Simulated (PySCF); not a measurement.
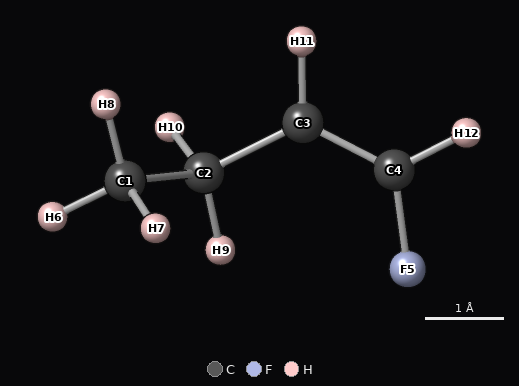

The structure as given in the input (ball-and-stick view, seen at a tilt; atoms are numbered from 1 in the order of the input). Bond lengths as drawn: C–C 1.33 to 1.53 Å, C–F 1.34 Å and C–H 1.09 to 1.10 Å.

**C4H7F: one change and its effect**

System: C4H7F.
Method of run 1: TDDFT PBE0/def2-TZVP, vertical, gas phase, core orbitals frozen in the response (PySCF 2.14.0).

The geometry comes from this level: PBE0-D3(BJ)/def2-SVP. Text and figures count atoms from 1; the logs count them from 0 in places.

### The input, run 1
```
{"job": {"kind": "uv", "xc": "PBE0", "basis": "def2-TZVP"}, "charge": 0, "multiplicity": 1}
C     -1.581173    -0.334355     0.128377
C     -0.409202     0.630915    -0.028551
C      0.890044     0.052814     0.434592
C      1.924734    -0.240524    -0.347674
F      1.917332    -0.022542    -1.664859
H     -2.522917     0.128180    -0.204415
H     -1.422002    -1.247015    -0.465785
H     -1.712003    -0.640941     1.178355
H     -0.312856     0.939748    -1.080453
H     -0.617241     1.548954     0.548787
H      1.011716    -0.175346     1.498400
H      2.867988    -0.672951    -0.002157
```

The first line tells a small driver script what to run in PySCF; the rest is the geometry in Å.

Launched with:
```bash
OMP_NUM_THREADS=1 python <driver script> task.json out
```

Hardware: 1 CPU thread, shared host.

### Output (run 1)
```
coarse grid: 9776 points
cycle   1  E = -256.2222576373  dE =  4.150e-01  |g| = 5.007e-01  |ddm| = 2.433e+00
cycle   2  E = -256.1864554768  dE =  3.580e-02  |g| = 6.706e-01  |ddm| = 9.321e-01
cycle   3  E = -256.2716122838  dE = -8.516e-02  |g| = 7.364e-02  |ddm| = 5.586e-01
cycle   4  E = -256.2726384310  dE = -1.026e-03  |g| = 3.539e-02  |ddm| = 7.643e-02
cycle   5  E = -256.2729128809  dE = -2.744e-04  |g| = 1.054e-02  |ddm| = 3.117e-02
cycle   6  E = -256.2729324351  dE = -1.955e-05  |g| = 3.784e-03  |ddm| = 1.030e-02
cycle   7  E = -256.2729354346  dE = -3.000e-06  |g| = 4.146e-04  |ddm| = 2.543e-03
final grid: 94040 points
cycle   8  E = -256.2661682079  dE = -5.852e-05  |g| = 6.797e-03  |ddm| = 4.727e-02
cycle   9  E = -256.2661643897  dE =  3.818e-06  |g| = 7.926e-03  |ddm| = 9.819e-03
cycle  10  E = -256.2661791138  dE = -1.472e-05  |g| = 1.215e-03  |ddm| = 5.472e-03
cycle  11  E = -256.2661793729  dE = -2.591e-07  |g| = 3.462e-04  |ddm| = 1.300e-03
cycle  12  E = -256.2661793970  dE = -2.414e-08  |g| = 9.538e-05  |ddm| = 2.960e-04
cycle  13  E = -256.2661793989  dE = -1.912e-09  |g| = 2.725e-05  |ddm| = 8.468e-05
cycle  14  E = -256.2661793991  dE = -1.504e-10  |g| = 7.086e-06  |ddm| = 2.370e-05
converged SCF energy = -256.2661793991

Static polarisability (au): isotropic 50.232, principal 40.836 45.892 63.969

Singlet excitations
state   eV       nm        f      main configurations
  1   7.1480    173.5   0.13276   H->L+1 0.57, H->L 0.39
  2   7.4784    165.8   0.28370   H->L 0.54, H->L+1 0.30, H->L+2 0.10
  3   7.9201    156.5   0.02428   H->L+2 0.85
  4   8.5016    145.8   0.00174   H->L+3 0.47, H-2->L 0.23, H->L+4 0.21
  5   8.5648    144.8   0.00608   H-2->L 0.55, H->L+3 0.20, H-1->L 0.14
  6   8.6448    143.4   0.00352   H-1->L 0.81
  7   8.7437    141.8   0.02383   H->L+4 0.72, H->L+3 0.21
  8   8.9951    137.8   0.00669   H->L+5 0.85
  9   9.4289    131.5   0.00338   H-3->L 0.59, H-4->L 0.16, H-2->L 0.08
 10   9.5237    130.2   0.00284   H->L+6 0.85, H->L+8 0.09

Triplet excitations (Tamm-Dancoff, eV): 4.3872 6.9742 7.6725 8.1030
```

The input of run 2 differs as follows (lines with − go, lines with + come):
```diff
-"basis": "def2-TZVP"
+"basis": "aug-cc-pVDZ"
```

What does this change do to the results?

The total energy of run 2 is 44.2 kcal/mol higher, which measures the change of basis and not a stability. The LUMO goes from 0.50 to −0.07 eV. The dipole moment goes from 1.28 to 1.31 D. The lowest excitation goes from 7.15 to 6.12 eV. The strongest computed line goes from 7.48 to 7.24 eV. Diffuse functions give room to the loosely bound empty orbitals, which lowers the LUMO. The number of SCF iterations is the same. The basis functions go from 197 to 178.

### Output (run 2)
```
coarse grid: 9776 points
cycle   1  E = -256.1442894278  dE =  4.411e-01  |g| = 4.546e-01  |ddm| = 8.271e+00
cycle   2  E = -256.1115418909  dE =  3.275e-02  |g| = 6.079e-01  |ddm| = 1.865e+00
cycle   3  E = -256.1887779179  dE = -7.724e-02  |g| = 6.870e-02  |ddm| = 1.058e+00
cycle   4  E = -256.1897846183  dE = -1.007e-03  |g| = 3.073e-02  |ddm| = 2.113e-01
cycle   5  E = -256.1899970922  dE = -2.125e-04  |g| = 8.946e-03  |ddm| = 7.470e-02
cycle   6  E = -256.1900116599  dE = -1.457e-05  |g| = 3.402e-03  |ddm| = 2.202e-02
cycle   7  E = -256.1900142120  dE = -2.552e-06  |g| = 3.630e-04  |ddm| = 5.796e-03
final grid: 94040 points
cycle   8  E = -256.1957461173  dE = -2.832e-05  |g| = 7.405e-03  |ddm| = 1.803e-01
cycle   9  E = -256.1957395513  dE =  6.566e-06  |g| = 9.346e-03  |ddm| = 4.325e-02
cycle  10  E = -256.1957597923  dE = -2.024e-05  |g| = 1.343e-03  |ddm| = 1.940e-02
cycle  11  E = -256.1957601675  dE = -3.752e-07  |g| = 2.187e-04  |ddm| = 2.783e-03
cycle  12  E = -256.1957601772  dE = -9.719e-09  |g| = 9.218e-05  |ddm| = 5.896e-04
cycle  13  E = -256.1957601790  dE = -1.805e-09  |g| = 2.488e-05  |ddm| = 2.011e-04
cycle  14  E = -256.1957601791  dE = -1.401e-10  |g| = 6.714e-06  |ddm| = 6.027e-05
converged SCF energy = -256.1957601791

Static polarisability (au): isotropic 53.293, principal 44.655 48.495 66.728

Singlet excitations
state   eV       nm        f      main configurations
  1   6.1173    202.7   0.02906   H->L 0.82, H->L+1 0.15
  2   6.6069    187.7   0.04807   H->L+1 0.66, H->L+2 0.17, H->L 0.11
  3   6.8716    180.4   0.01627   H->L+4 0.45, H->L+2 0.35, H->L+3 0.11
  4   6.9393    178.7   0.01331   H->L+4 0.50, H->L+2 0.24, H->L+3 0.23
  5   7.2430    171.2   0.21603   H->L+3 0.43, H->L+5 0.24, H->L+2 0.11
  6   7.5609    164.0   0.09677   H->L+5 0.64, H->L+3 0.14, H->L+2 0.10
  7   7.6853    161.3   0.00447   H->L+6 0.90
  8   7.8775    157.4   0.02897   H->L+7 0.92
  9   8.1697    151.8   0.01316   H->L+8 0.83, H->L+9 0.10
 10   8.2071    151.1   0.01918   H->L+9 0.78, H->L+8 0.11

Triplet excitations (Tamm-Dancoff, eV): 4.3810 6.0085 6.5831 6.8280
```

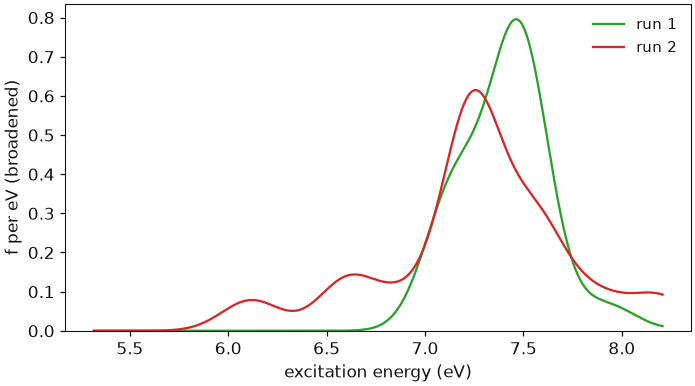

Absorption of the two runs from their computed states, each broadened by a Gaussian of 0.35 eV full width; the range ends where the shorter list of states ends.

### The two runs side by side

```tsv
quantity	run 1	run 2
outcome	converged	converged
total energy (hartree)	−256.266179	−256.195760
HOMO (eV)	−7.19	−7.21
LUMO (eV)	0.50	−0.07
dipole moment (D)	1.28	1.31
lowest excitation (eV)	7.15	6.12
SCF iterations	14	14
strongest computed line (eV)	7.48	7.24
basis functions	197	178
wall time (shared host)	17 s	17 s
```
